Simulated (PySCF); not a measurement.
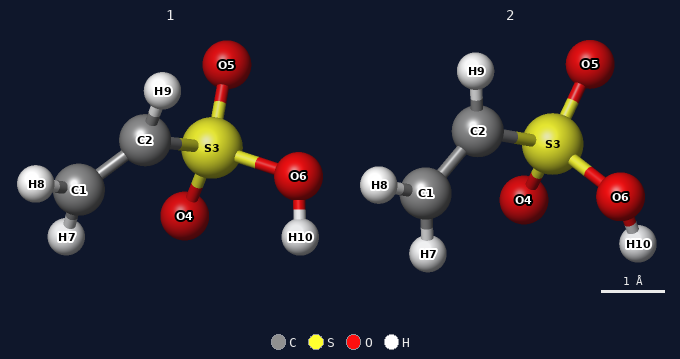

Two geometries of C2H4O3S, drawn at one scale. One is the start of a relaxation, the other its converged end. Style: ball-and-stick. Shown at a tilt.

Computed with PySCF 2.14.0, density-fitted response routines, PBE0-D3(BJ)/def2-SVP geometry optimisation, gas phase. 

> Which geometry has the lower energy?

Structure 1 is the relaxed one. The start comes from MMFF94s. H9 moves most after the best rigid fit: 0.63 Å. By element the largest moves are H 0.63 Å, O 0.47 Å, C 0.22 Å, S 0.08 Å. Some distances before and after: C2–S3 1.729 → 1.761 Å, C2–H9 1.081 → 1.093 Å, C1–C2 1.340 → 1.329 Å, S3–O6 1.612 → 1.623 Å. Among the angles between lasting bonds that change: C1–C2–H9 122.3° → 125.9°, S3–C2–H9 116.8° → 113.7°, O4–S3–O6 105.1° → 107.5°. Groups turn about S3–O6 by about 40°, C2–S3 by about 35°. After 15 geometry steps the energy has fallen by 0.169 eV. Largest force component: 1.2 eV/Å at the start, 0.022 eV/Å at the end. The run took of the order of 60 core-seconds on a shared host.
